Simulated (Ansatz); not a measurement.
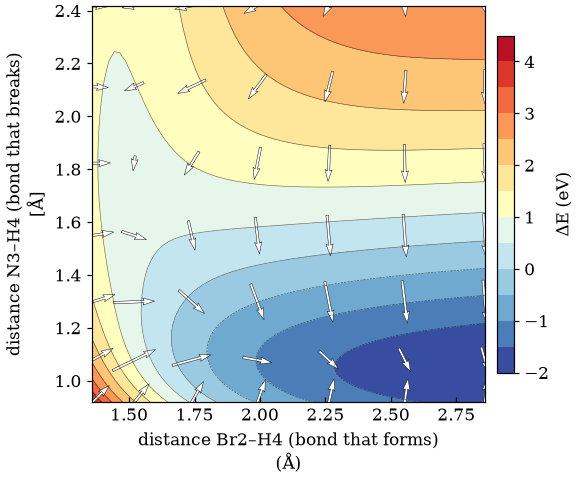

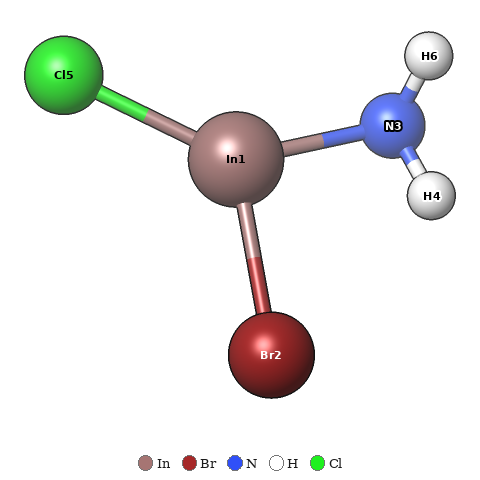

Energy landscape of the reacting system BrClH₂InN. 
- Coordinates scanned: (1) distance Br2–H4 (bond that forms); (2) distance N3–H4 (bond that breaks).
- Relaxed at each point: all other coordinates.
- The grid has 7 × 7 points.
- Points are written as (first, second).
- Energies: eV, counted from a guessed transition structure relaxed with its forming and breaking bonds held.
- The reference is spin-restricted, so regions where a bond is pulled apart into radicals lie too high.
- These are results of RKS B3LYP-D4/def2-SVP (Ansatz), not measurements.

In the figure: filled contours, arrows along the force (downhill), their lengths compressed. Between grid points the surface is interpolated. The second picture is the structure at the lowest point.

Describe this landscape.

Answer. The lowest grid point is at (2.859 Å, 1.078 Å), −1.94 eV from a guessed transition structure relaxed with its forming and breaking bonds held. It lies at the edge of the scanned range, so the true minimum may lie outside. The highest grid point, (1.359 Å, 0.918 Å), lies 5.97 eV above the lowest.

Each point was launched as `ansatz run input.yaml --threads 1 --pin off --max-ram 2560MiB --backend cpu --events-out ev --progress --plain --runs-dir out`. Time for the 49 points that were run: 32 min on 1 thread of Arm Neoverse V1 (shared host).
